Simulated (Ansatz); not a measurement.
## Work function of Fe(110): what the settings cost and change

How far do functional and pseudopotentials move the work function of Fe(110), and at what cost?

Calculated with Ansatz 0.2.0; plane-wave DFT, PBE, Ansatz PAW, in the first sound run; inputs show where later runs differ.

**Measured values to reproduce.**

“Anisotropic work function of elemental crystals” (2019, arxiv:1902.07811) quotes from earlier work for Fe (clean (110) face, a compiled value): work function (clean (110) face, a compiled value) 5.12 eV.

## 1. Set-up

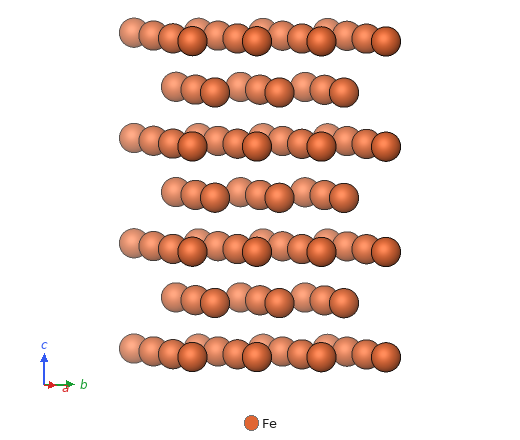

Start, viewed from the side, with the c axis up; iron orange. 3×3×1 cells are drawn. Some periodic images of atoms are drawn too.

The cell holds 7 atoms: 7 Fe. Cell: a = 2.485 Å, b = 2.485 Å, c = 30.176 Å, α = 90.0°, β = 90.0°, γ = 70.5°. Vacuum lies along c.

## 2. Run, setting PBE, Ansatz PAW (420 eV)

A work function rests on the faint tail of the density, so the SCF threshold is tight. PBE on the default files comes first; the next runs keep the geometry and change functional or files, each at the cutoff that its files recommend; a relaxation and, for heavy metals, spin-orbit coupling close the ladder.

input.yaml

```yaml
crystal:
  lattice:
    - [2.029396462, -1.435, 0.0]
    - [2.029396462, 1.435, 0.0]
    - [0.0, 0.0, 30.176378772]
  atoms:
    - { symbol: Fe, position: [0.0, 0.0, 0.2982465215], spin: 2.5 }
    - { symbol: Fe, position: [0.5, 0.5, 0.365497681], spin: 2.5 }
    - { symbol: Fe, position: [0.0, 0.0, 0.4327488405], spin: 2.5 }
    - { symbol: Fe, position: [0.5, 0.5, 0.5], spin: 2.5 }
    - { symbol: Fe, position: [0.0, 0.0, 0.5672511595], spin: 2.5 }
    - { symbol: Fe, position: [0.5, 0.5, 0.634502319], spin: 2.5 }
    - { symbol: Fe, position: [0.0, 0.0, 0.7017534785], spin: 2.5 }
magnetization:
  spin_polarized: true
kpoints:
  mp_grid: { grid: [17, 17, 1] }
hamiltonian:
  xc: pbe
scf:
  occupations: { method: fermi_dirac, width: 0.1 }
  convergence: { dr2_threshold: 1.0e-09 }
efield:
  axis: 3
  dipole_correction: true
  ramp_position: 0.97
  ramp_width: 0.06
output:
  write_potential: true
  write_density: true
  volumetric_format: npy
  elf: true
```

Launch:

```
ansatz run input.yaml --threads 4 --pin off --max-ram 6144MiB --backend cpu --events-out ev --progress --plain --runs-dir out
```

Numbers of over 12 decimals in the logs are rounded to 6 here.

The program printed:

```text
Engine: ansatz 0.2.0, x86_64-unknown-linux-gnu
Pseudopotentials: kind: paw
Pseudopotential: Fe, paw, valence charge 16, recommended cutoff 420 eV (normal), Fe.paw.azcp
Functional definition: PBE
  parameter kappa = 0.804
  parameter beta = 0.066725
  exchange = pbe_x(kappa = kappa, mu = beta*pi^2/3)
  correlation = pbe_c(beta = beta)
Crystal: 7 atoms, lattice volume = 175.758 Å³
Basis set: ecut = 420 eV, 3403 PW (Γ)
Bands: 78, of which v1, the nominal top of the filled ones, is band 56 counted from 1 (55 counted from 0)
Symmetry: 4 space group operations
k-points: 81 of 289
Non-local potential: Fe, projectors of the file, l = 0: 3, l = 1: 2, l = 2: 3, l = 3: 1
PAW form: soft (Blöchl's): semilocal exchange-correlation on the pseudo side does not see the compensation charge
PAW one-centre angular grid: Fe, 590 points (default); XC on 64 Gauss nodes
Initial density: superposition of atomic densities (neutral atoms: chi_scale 0, normalization atom)
Starting moments: Σ|m| = 17.5 μB on 7 of 7 sites
Initial wavefunctions: pseudopotential atomic-orbital guess
Functional: x = pbe(κ = 0.804, μ = 0.219515), c = pbe(β = 0.066725)
SCF iter   1: F=—  HF=-31360.875237 eV  |F-HF|=—  |Δ(HF+E_count)|=         —  Δρ=5.46e-2 (↑3.02e-2 ↓5.46e-2)  dr2=1.94e1  dr2_m=1.37e0  M=16.732 μB ∫|m|=16.938 μB  β_m=1.00  ethr=3.10e-3  p=0.000 e·Å  D=3.68e-13 V/Å  ΔV_dip=-0.00 eV  dr2_dipole=2.50e-7  V_vac-E_F(+/−)=7.71/7.71 eV  ⟨swp⟩=9.3  Hψ=60381  notcnv=0  defer=242
Mixer restart at iter 1: flushing history
efield: sawtooth ramp at fractional position 0.9700 (set: `efield.ramp_position`, or a place that a band, a saddle search or an elastic batch's reference lends), width 0.0600; the density the first Hamiltonian is built on has a dipole p = 0.000 e·Å; the dipole correction subtracts the counter field D = 3.68e-13 V/Å, which shifts the + side's vacuum level by -0.00 eV against the − side's; the planar-averaged density in the ramp window peaks in size at 1.7e-5 e/Å³
preconditioner: auto → LDOS  [metal: Δε(μ)=0.002 eV  Ē_g=6.844 eV  σ=0.100 eV  W_gap=0.00  n_scr=24 (ndim 8)  ℏωp=21.0 eV  f_vac=0.483  D(μ)=7.90/eV (n_scr^D=62)]
spin=Collinear: LDOS preconditioning applied to the charge; magnetization (m = ρ↑ − ρ↓) channel mixes plain (no charge-response kernel on spin).
SCF iter   2: F=—  HF=-31358.130232 eV  |F-HF|=—  |Δ(HF+E_count)|=    2.75e0  Δρ=2.01e-2 (↑2.01e-2 ↓1.19e-2)  dr2=2.35e0  dr2_m=3.08e-1  M=17.054 μB ∫|m|=17.647 μB  β_m=0.32  ethr=3.10e-3  p=0.000 e·Å  D=2.39e-5 V/Å  ΔV_dip=-0.00 eV  dr2_dipole=5.12e-7  V_vac-E_F(+/−)=6.48/6.48 eV  ⟨swp⟩=3.4  Hψ=26344  notcnv=0  defer=732
density mixer auto → msr1: a metal under ldos (density of states about μ 2.81 of a free-electron gas's, 24 screened modes)
SCF iter   3: F=—  HF=-31359.763524 eV  |F-HF|=—  |Δ(HF+E_count)|=    1.63e0  Δρ=1.03e-2 (↑1.03e-2 ↓7.31e-3)  dr2=2.53e-1  dr2_m=9.96e-2  M=16.727 μB ∫|m|=17.429 μB  β_m=0.44  ethr=2.10e-3  p=0.000 e·Å  D=1.40e-6 V/Å  ΔV_dip=-0.00 eV  dr2_dipole=1.05e-10  V_vac-E_F(+/−)=5.81/5.81 eV  ⟨swp⟩=2.6  Hψ=17317  notcnv=0  defer=747
SCF iter   4: F=—  HF=-31361.158489 eV  |F-HF|=—  |Δ(HF+E_count)|=    1.39e0  Δρ=6.90e-3 (↑6.90e-3 ↓5.57e-3)  dr2=1.42e-1  dr2_m=4.58e-2  M=16.675 μB ∫|m|=17.453 μB  β_m=0.55  ethr=2.26e-4  p=-0.000 e·Å  D=-6.59e-6 V/Å  ΔV_dip=0.00 eV  dr2_dipole=1.53e-9  V_vac-E_F(+/−)=5.20/5.20 eV  ⟨swp⟩=3.2  Hψ=25119  notcnv=0  defer=774
SCF iter   5: F=—  HF=-31361.590325 eV  |F-HF|=—  |Δ(HF+E_count)|=   4.32e-1  Δρ=4.55e-3 (↑4.55e-3 ↓1.83e-3)  dr2=2.04e-2  dr2_m=1.41e-2  M=16.758 μB ∫|m|=17.530 μB  β_m=0.77  ethr=1.27e-4  p=-0.000 e·Å  D=-1.12e-5 V/Å  ΔV_dip=0.00 eV  dr2_dipole=5.80e-8  V_vac-E_F(+/−)=5.01/5.00 eV  ⟨swp⟩=2.3  Hψ=22759  notcnv=0  defer=796
SCF iter   6: F=—  HF=-31361.657049 eV  |F-HF|=—  |Δ(HF+E_count)|=   6.67e-2  Δρ=3.46e-3 (↑3.46e-3 ↓9.80e-4)  dr2=2.34e-2  dr2_m=4.38e-3  M=16.765 μB ∫|m|=17.569 μB  β_m=0.68  ethr=1.82e-5  p=-0.000 e·Å  D=-3.77e-6 V/Å  ΔV_dip=0.00 eV  dr2_dipole=3.46e-7  V_vac-E_F(+/−)=4.86/4.86 eV  ⟨swp⟩=2.9  Hψ=27311  notcnv=0  defer=796
SCF iter   7: F=—  HF=-31361.653507 eV  |F-HF|=—  |Δ(HF+E_count)|=   3.54e-3  Δρ=1.13e-3 (↑1.13e-3 ↓4.03e-4)  dr2=4.70e-3  dr2_m=4.30e-4  M=16.750 μB ∫|m|=17.566 μB  β_m=0.59  ethr=1.82e-5  p=-0.000 e·Å  D=-6.98e-6 V/Å  ΔV_dip=0.00 eV  dr2_dipole=6.77e-8  V_vac-E_F(+/−)=4.79/4.79 eV  ⟨swp⟩=2.3  Hψ=22375  notcnv=0  defer=770
SCF iter   8: F=—  HF=-31361.652817 eV  |F-HF|=—  |Δ(HF+E_count)|=   6.89e-4  Δρ=3.66e-4 (↑3.66e-4 ↓1.23e-4)  dr2=3.04e-4  dr2_m=5.54e-5  M=16.734 μB ∫|m|=17.557 μB  β_m=0.62  ethr=4.19e-6  p=-0.000 e·Å  D=-4.93e-6 V/Å  ΔV_dip=0.00 eV  dr2_dipole=2.82e-9  V_vac-E_F(+/−)=4.76/4.76 eV  ⟨swp⟩=2.6  Hψ=21020  notcnv=0  defer=774
SCF iter   9: F=—  HF=-31361.652899 eV  |F-HF|=—  |Δ(HF+E_count)|=   8.16e-5  Δρ=9.98e-5 (↑9.98e-5 ↓9.61e-5)  dr2=3.14e-5  dr2_m=1.11e-5  M=16.736 μB ∫|m|=17.559 μB  β_m=0.64  ethr=2.71e-7  p=-0.000 e·Å  D=-2.47e-6 V/Å  ΔV_dip=0.00 eV  dr2_dipole=1.26e-10  V_vac-E_F(+/−)=4.75/4.75 eV  ⟨swp⟩=2.4  Hψ=18317  notcnv=0  defer=773
SCF iter  10: F=—  HF=-31361.652881 eV  |F-HF|=—  |Δ(HF+E_count)|=   1.82e-5  Δρ=8.57e-5 (↑8.57e-5 ↓2.66e-5)  dr2=1.42e-5  dr2_m=2.38e-6  M=16.734 μB ∫|m|=17.558 μB  β_m=0.72  ethr=2.81e-8  p=-0.000 e·Å  D=-1.19e-6 V/Å  ΔV_dip=0.00 eV  dr2_dipole=1.97e-9  V_vac-E_F(+/−)=4.74/4.74 eV  ⟨swp⟩=3.3  Hψ=24066  notcnv=0  defer=774
SCF iter  11: F=—  HF=-31361.652900 eV  |F-HF|=—  |Δ(HF+E_count)|=   1.92e-5  Δρ=3.54e-5 (↑3.54e-5 ↓1.51e-5)  dr2=3.10e-6  dr2_m=3.33e-7  M=16.735 μB ∫|m|=17.559 μB  β_m=0.63  ethr=1.27e-8  p=-0.000 e·Å  D=-8.80e-7 V/Å  ΔV_dip=0.00 eV  dr2_dipole=3.34e-9  V_vac-E_F(+/−)=4.74/4.74 eV  ⟨swp⟩=2.3  Hψ=21116  notcnv=0  defer=774
SCF iter  12: F=—  HF=-31361.652900 eV  |F-HF|=—  |Δ(HF+E_count)|=   3.85e-7  Δρ=1.15e-5 (↑1.15e-5 ↓4.77e-6)  dr2=3.05e-7  dr2_m=5.76e-8  M=16.735 μB ∫|m|=17.559 μB  β_m=0.76  ethr=2.77e-9  p=-0.000 e·Å  D=-3.60e-7 V/Å  ΔV_dip=0.00 eV  dr2_dipole=2.18e-10  V_vac-E_F(+/−)=4.74/4.74 eV  ⟨swp⟩=2.2  Hψ=17767  notcnv=0  defer=774
SCF iter  13: F=—  HF=-31361.652901 eV  |F-HF|=—  |Δ(HF+E_count)|=   2.21e-7  Δρ=5.10e-6 (↑5.10e-6 ↓2.43e-6)  dr2=7.54e-8  dr2_m=6.15e-9  M=16.735 μB ∫|m|=17.559 μB  β_m=0.73  ethr=2.73e-10  p=-0.000 e·Å  D=-4.36e-7 V/Å  ΔV_dip=0.00 eV  dr2_dipole=4.66e-9  V_vac-E_F(+/−)=4.74/4.74 eV  ⟨swp⟩=2.5  Hψ=21228  notcnv=0  defer=774
SCF iter  14: F=—  HF=-31361.652901 eV  |F-HF|=—  |Δ(HF+E_count)|=   5.46e-8  Δρ=3.62e-6 (↑3.62e-6 ↓1.25e-6)  dr2=3.14e-8  dr2_m=3.64e-9  M=16.735 μB ∫|m|=17.559 μB  β_m=0.57  ethr=6.73e-11  p=0.000 e·Å  D=1.68e-7 V/Å  ΔV_dip=-0.00 eV  dr2_dipole=3.76e-9  V_vac-E_F(+/−)=4.74/4.74 eV  ⟨swp⟩=2.5  Hψ=23419  notcnv=0  defer=774
SCF iter  15: F=—  HF=-31361.652901 eV  |F-HF|=—  |Δ(HF+E_count)|=   5.34e-9  Δρ=1.21e-6 (↑1.21e-6 ↓4.89e-7)  dr2=2.71e-9  dr2_m=5.44e-10  M=16.735 μB ∫|m|=17.559 μB  β_m=0.55  ethr=2.80e-11  p=-0.000 e·Å  D=-3.89e-8 V/Å  ΔV_dip=0.00 eV  dr2_dipole=5.29e-12  V_vac-E_F(+/−)=4.74/4.74 eV  ⟨swp⟩=2.2  Hψ=18055  notcnv=0  defer=774
SCF iter  16: F=—  HF=-31361.652901 eV  |F-HF|=—  |Δ(HF+E_count)|=  7.71e-10  Δρ=5.36e-7 (↑5.36e-7 ↓3.35e-7)  dr2=1.11e-9  dr2_m=7.88e-11  M=16.735 μB ∫|m|=17.559 μB  β_m=0.47  ethr=2.42e-12  p=-0.000 e·Å  D=-1.79e-8 V/Å  ΔV_dip=0.00 eV  dr2_dipole=2.66e-11  V_vac-E_F(+/−)=4.74/4.74 eV  ⟨swp⟩=3.0  Hψ=25456  notcnv=0  defer=774
SCF iter  17: F=—  HF=-31361.652901 eV  |F-HF|=—  |Δ(HF+E_count)|=  6.26e-10  Δρ=1.57e-7 (↑1.57e-7 ↓1.40e-7)  dr2=8.25e-11  dr2_m=2.35e-11  M=16.735 μB ∫|m|=17.559 μB  β_m=0.63  ethr=1.00e-12  p=-0.000 e·Å  D=-1.34e-8 V/Å  ΔV_dip=0.00 eV  dr2_dipole=5.05e-12  V_vac-E_F(+/−)=4.74/4.74 eV  ⟨swp⟩=2.4  Hψ=19441  notcnv=0  defer=774
SCF iter  18: F=-31361.652901 eV  HF=-31361.652901 eV  |F-HF|=1.46e-10  |Δ(HF+E_count)|=  3.64e-11  Δρ=7.53e-8 (↑5.53e-8 ↓7.53e-8)  dr2=4.67e-11  dr2_m=1.89e-12  M=16.735 μB ∫|m|=17.559 μB  ethr=1.00e-12  p=-0.000 e·Å  D=-2.45e-9 V/Å  ΔV_dip=0.00 eV  dr2_dipole=1.46e-12  V_vac-E_F(+/−)=4.74/4.74 eV  ⟨swp⟩=10.8  Hψ=47454  notcnv=0
SCF 1 converged in 18 iterations: F = -31361.652901 eV  dr2 = 4.67e-11
  greatest PAW one-centre occupation: 1.002 electrons in one spin orbital (limit 2), on the Fe atom at site 0 (counted from 0), in its partial waves of l = 1
WARN: The output density's exchange-correlation potential varies sharply where the density is thin. Do not read a vacuum level from v_tot or v_xc, or from such a field of the output density. On a cell that repeats whose density bears no net charge and no dipole along the vacuum's axis use v_es (v_loc + v_h of the components); under efield.dipole_correction with no amplitude use v_es + v_field, which holds any externa [...]
SCF converged after 18 iterations
Magnetization: 16.7348 μB (64.3674 up, 47.6326 down)
Absolute magnetization: 17.5595 μB (∫|ρ↑−ρ↓|, with the PAW one-centre terms)
Spin contamination: 0.3183 ħ² per cell (⟨S²⟩ above its minimum at these occupations)
Per-site moments (μB) at R_I (Å): [(2.646583, 1.025266), (2.389950, 1.025266), (2.294927, 1.025266), (2.270841, 1.025266), (2.294927, 1.025266), (2.389950, 1.025266), (2.646583, 1.025266)]
Free energy (F): -31361.652901 eV
Harris-Foulkes:  -31361.652901 eV  (|F-HF|=1.46e-10)
Internal energy: -31361.400659 eV  (E = F + TS)
E sigma→0 (E₀):  -31361.526780 eV
Entropy (-TS):   -0.252242 eV (-36.035 meV/atom)
Fermi energy:    5.909765 eV
Dipole field:    D = 0.000002 V/Å  (p = 0.000002 e·Å, saw-weighted, corrected)
Work function:   Φ+ = 4.7376 eV   Φ− = 4.7377 eV
Levels:          The Fermi level and band energies are counted from a zero that moves with the ramp; work functions are not
--- Per-component energies (eV) ---
  E_band       = -2883.129679
  E_kinetic    = 2441.714124
  E_local      = -293004.343292  (includes V_loc(G=0)·N_el)
  E_nonlocal   = 1541.312938
  E_hartree    = 144647.822040
  E_xc         = -818.820308
  E_vxc        = -1053.877009  (∫ρ·V_xc dr)
  E_paw        = -9571.145061  (= ΣΔE_a)
  E_vpaw       = -2103.588320  (= ΣTr[D̂ρ^β])
  E_aug_tail   = 0.005574  (compensation charges beyond the density's cutoff)
  E_efield     = 0.000000  (sawtooth field / dipole correction)
  E_vefield    = 0.000000  (∫n·V_field dr)
  E_ewald      = 123402.053327
  E_smearing   = -0.252242  (= −TS)
  E_closure    = -0.000000  (closes the sum)
  Σ components = -31361.652901   (vs F -31361.652901, Δ=0.00e0)
--- Band table (eV; the first three rows and the last of 162) ---
  k-point 0 ↑: bands = [... 52 lower, 4.6497, 4.6798, 4.7253, 4.7641, 4.7641, 4.7655, 4.7859, 4.8399, ... 18 higher]
  k-point 1 ↑: bands = [... 52 lower, 4.6280, 4.6390, 4.6517, 4.6782, 4.7408, 4.7594, 4.8114, 4.8125, ... 18 higher]
  k-point 2 ↑: bands = [... 52 lower, 4.5317, 4.5597, 4.6267, 4.6316, 4.6495, 4.7351, 4.7489, 4.7957, ... 18 higher]
  k-point 80 ↓: bands = [... 52 lower, 7.4261, 7.6876, 7.7631, 8.0835, 8.1431, 8.1864, 8.2534, 8.3080, ... 18 higher]
```

Wall time 4.1 min (4 threads of Intel Xeon Platinum 8488C (Sapphire Rapids), shared host); peak memory 2.3 GiB.

The column dr2 measures how far the density is from self-consistency, as an energy; F and HF (Harris–Foulkes) agree once it is small.

Numbers from this step:

```
energy at zero smearing   : -31361.5268 eV
total moment              : 16.73 μB
site moments              : 2.647, 2.390, 2.295, 2.271, 2.295, 2.390, 2.647 μB
work function, upper face : 4.738 eV
```

Running mean over 2.029 Å of the planar mean; the ramp of the sawtooth is left out. Electron's electrostatic potential energy less the Fermi level against z:

```csv
z (Å),electron's electrostatic potential energy less the Fermi level (eV)
4,4.74
6,4.67
8,-3.18
10,-9.48
12,-9.42
14,-9.39
16,-9.39
18,-9.41
20,-9.48
22,-5.04
24,4.63
26,4.74
```

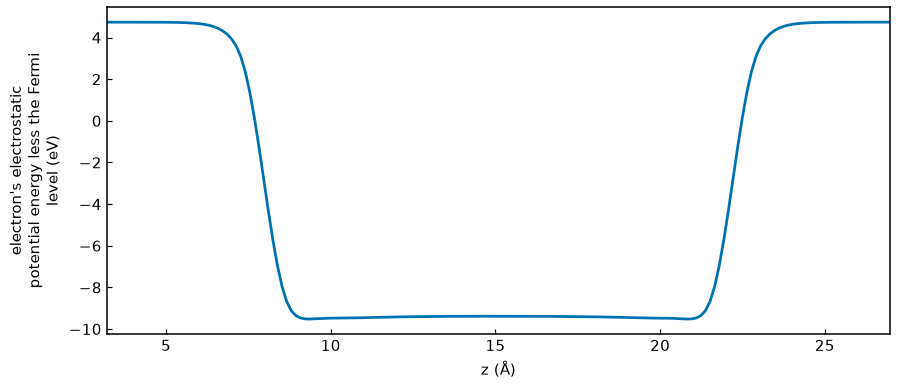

Electron's electrostatic potential energy less the Fermi level, plotted against z.

Site moment by atom:

```csv
atom,site moment (μB)
Fe1,2.65
Fe2,2.39
Fe3,2.29
Fe4,2.27
Fe5,2.29
Fe6,2.39
Fe7,2.65
```

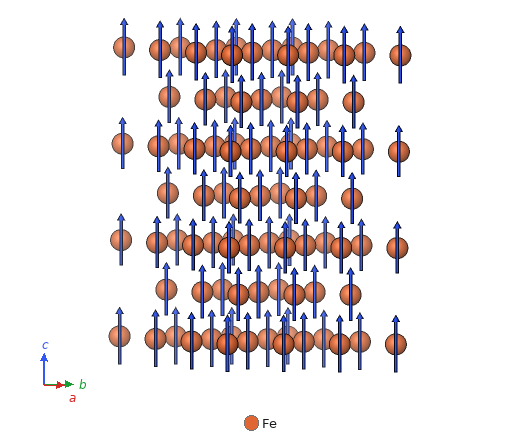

Site moment as arrows, the longest 2.65 μB. Up and down stand for the sign. Arrows give size and sign along the axis of quantisation, drawn up and down the page. 3×3×1 cells are drawn. Some periodic images of atoms are drawn too.

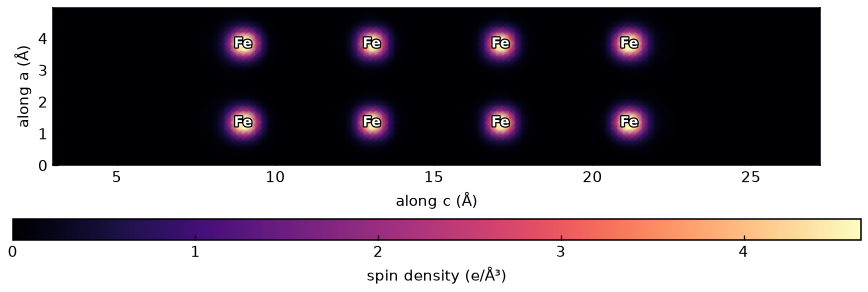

Spin density in the ca plane at fractional y = 0.000, with atoms of Fe within 0.2 Å of it. The map starts off the cell's origin, so that atoms lie inside it. The far vacuum is left out of the map.

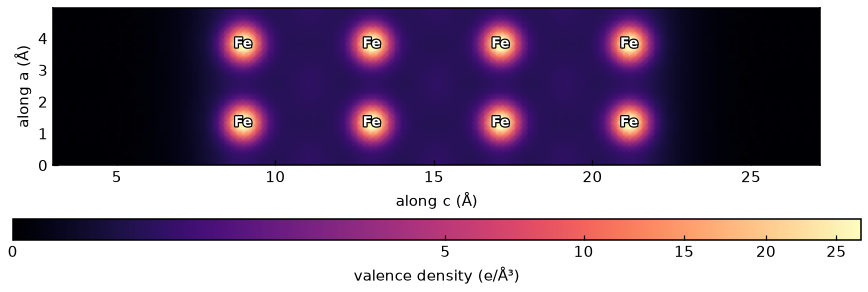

Valence density in the ca plane at fractional y = 0.000, with atoms of Fe within 0.2 Å of it. It is the smooth field of the valence electrons, not physical close to the nuclei. The map starts off the cell's origin, so that atoms lie inside it. The colour scale is stretched toward low values. The far vacuum is left out of the map.

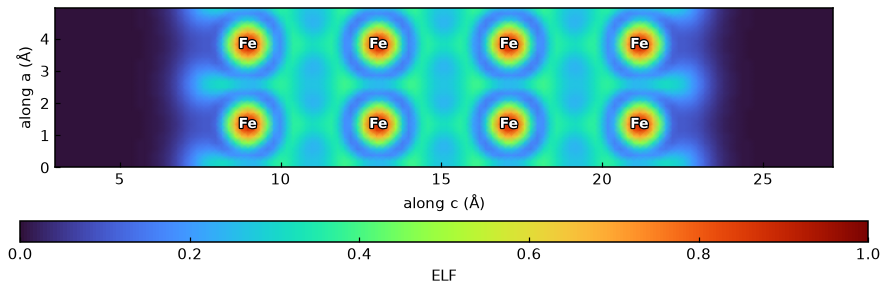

ELF in the ca plane at fractional y = 0.000, with atoms of Fe within 0.2 Å of it. It is the smooth field of the valence electrons, not physical close to the nuclei. The map starts off the cell's origin, so that atoms lie inside it. The far vacuum is left out of the map.

The work function is 4.738 eV.

## 3. Run

This step: plane-wave DFT, LDA, Ansatz PAW (Ansatz 0.2.0).

Changes to input.yaml since step 2:

```diff
@@ -18,3 +18,3 @@
 hamiltonian:
-  xc: pbe
+  xc: lda
 scf:
@@ -31,2 +31 @@
   volumetric_format: npy
-  elf: true
```

The program printed:

```text
[...]
Crystal: 7 atoms, lattice volume = 175.758 Å³
Basis set: ecut = 420 eV, 3403 PW (Γ)
Bands: 78, of which v1, the nominal top of the filled ones, is band 56 counted from 1 (55 counted from 0)
Symmetry: 4 space group operations
k-points: 81 of 289
[...]
k-point 1 ↑: bands = [... 52 lower, 4.3708, 4.3847, 4.4112, 4.4165, 4.5227, 4.5261, 4.5527, 4.5685, ... 18 higher]
  k-point 2 ↑: bands = [... 52 lower, 4.2853, 4.3084, 4.3665, 4.3708, 4.3883, 4.5046, 4.5145, 4.5228, ... 18 higher]
  k-point 80 ↓: bands = [... 52 lower, 6.8797, 7.2346, 7.3149, 7.6379, 7.6962, 7.7465, 7.8114, 7.8246, ... 18 higher]
[key lines of the parts left out:]
SCF converged after 18 iterations
Magnetization: 16.4125 μB (64.2062 up, 47.7938 down)
Free energy (F): -30936.668066 eV
Fermi energy:    5.545962 eV
Dipole field:    D = -0.000002 V/Å  (p = -0.000002 e·Å, saw-weighted, corrected)
Work function:   Φ+ = 5.0825 eV   Φ− = 5.0824 eV
```

Run time: 4.8 min. Hardware: 4 threads; peak memory 2.3 GiB.

The work function is 5.083 eV, +0.345 eV from the run “PBE, Ansatz PAW (420 eV)”, at 1.0 times its CPU time.

## 4. Run

This step: plane-wave DFT, PBEsol, Ansatz PAW (Ansatz 0.2.0).

Changes to input.yaml since step 3:

```diff
@@ -18,3 +18,3 @@
 hamiltonian:
-  xc: lda
+  xc: pbesol
 scf:
```

The program printed:

```text
[...]
Crystal: 7 atoms, lattice volume = 175.758 Å³
Basis set: ecut = 420 eV, 3403 PW (Γ)
Bands: 78, of which v1, the nominal top of the filled ones, is band 56 counted from 1 (55 counted from 0)
Symmetry: 4 space group operations
k-points: 81 of 289
[...]
k-point 1 ↑: bands = [... 52 lower, 4.5148, 4.5233, 4.5502, 4.5625, 4.6367, 4.6581, 4.7079, 4.7087, ... 18 higher]
  k-point 2 ↑: bands = [... 52 lower, 4.4185, 4.4520, 4.5130, 4.5292, 4.5312, 4.6327, 4.6470, 4.6832, ... 18 higher]
  k-point 80 ↓: bands = [... 52 lower, 7.2502, 7.5651, 7.6438, 7.9698, 8.0299, 8.0768, 8.1415, 8.1671, ... 18 higher]
[key lines of the parts left out:]
SCF converged after 17 iterations
Magnetization: 16.7629 μB (64.3814 up, 47.6186 down)
Free energy (F): -31139.620740 eV
Fermi energy:    5.778921 eV
Dipole field:    D = -0.000027 V/Å  (p = -0.000027 e·Å, saw-weighted, corrected)
Work function:   Φ+ = 4.8468 eV   Φ− = 4.8459 eV
```

Run time: 3.4 min. Hardware: 4 threads; peak memory 2.3 GiB.

The work function is 4.847 eV, +0.109 eV from the run “PBE, Ansatz PAW (420 eV)”, at 0.84 times its CPU time.

(Part 1 of 2 ends here.)

[Logs are printed without paths, hosts, clocks, repeated set-up lines and the standing remarks that a program may print on its own settings, such as how far it seeks lower states.]

[Hosts, paths, dates, database ids (printed as entryN), source tags and the programs' standing remarks are cut or masked in the printed files.]

[Maps of the electrostatic potential energy from Ansatz leave out the sawtooth potential of an applied field or a dipole correction, so their vacuum need not be flat; planar profiles and work functions include it.]
